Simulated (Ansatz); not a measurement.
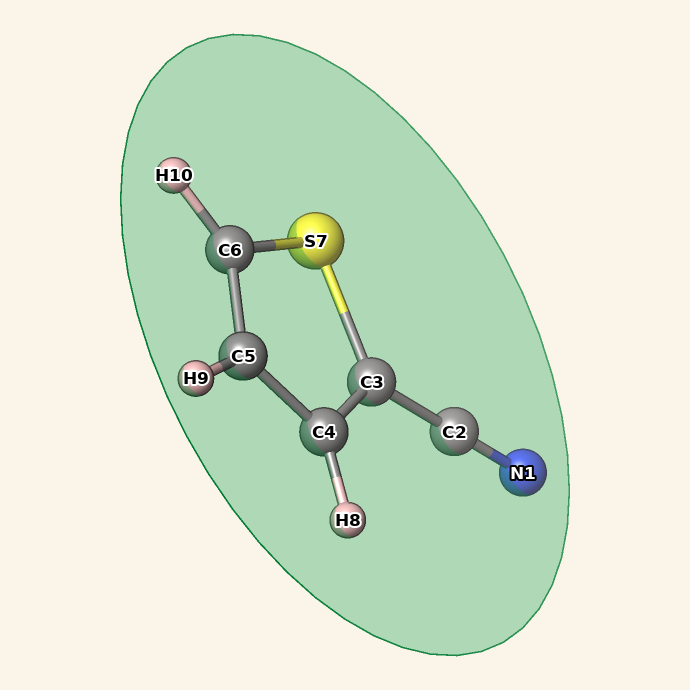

A disc through the centre of mass is drawn in. Atoms fade into the background with distance from the viewer. The computed structure is the end point of a PBE-D4/def2-SVP optimisation. No frequency run is at hand to confirm it as a minimum.

Question: Is the plane of the disc a mirror plane of the structure?

Answer: Yes. The reflection leaves N1, C2, C3, C4, C5, C6, S7, H8, H9, H10 in place. The point group is Cs.
